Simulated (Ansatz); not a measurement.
**Abstraction of Br: CH3Br + C2H7Si → CH3 + C2H7BrSi**

Gas-phase species: CH3Br (bromomethane) `CBr`, singlet; C2H7Si `CC[SiH2]`, doublet; CH3 (methyl radical) `[CH3]`, doublet; C2H7BrSi `CC[SiH2]Br`, singlet. A radical takes Br: the energy is the difference in strength between the C–Br bond broken and the Si–Br bond made.

Shapes, held fixed at every level: PBE0-D4/def2-TZVP. Flexible molecules stand in one conformer, not always the lowest. Programs: Ansatz 0.2.0. The zero-point and thermal change to 298 K, harmonic and unscaled (PBE0-D4/def2-TZVP), is -7.8 kJ/mol.

```
                level                    kind  ΔH(298 K) (kJ/mol)  less CCSD(T)/def2-SVP
       MP2/def2-TZVPP     perturbation theory              -105.1                   -5.0
          HF/def2-SVP            Hartree–Fock              -132.3                  -32.2
     SPW92/def2-TZVPP                     LDA               -74.1                  +26.0
 r2SCAN-D4/def2-TZVPP                meta-GGA              -111.1                  -11.0
r2SCAN0-D4/def2-TZVPP           global hybrid              -116.3                  -16.2
   wB97X-V/def2-TZVPP  range-separated hybrid              -106.4                   -6.3
     CCSD(T)/def2-SVP   coupled cluster or CI              -100.1                    0.0
```

The highest level, CCSD(T)/def2-SVP, gives ΔH(298 K) = -100.1 kJ/mol; the levels span -132.3 to -74.1. The column of differences is taken from that level and isn't an error. No measured value is set beside it here. Open shells run unrestricted. Relativity is left out for Br. Outer-core shells of Br are correlated, in sets that cover them unevenly.

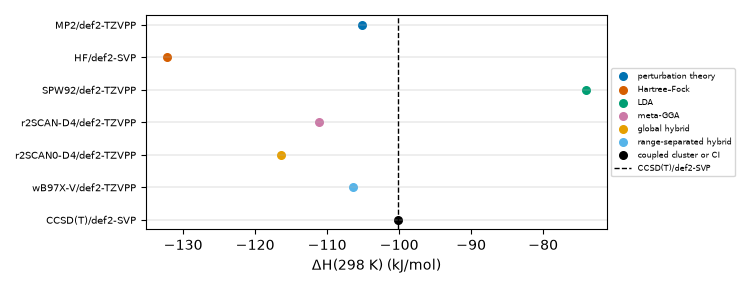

The values of the table, level by level.
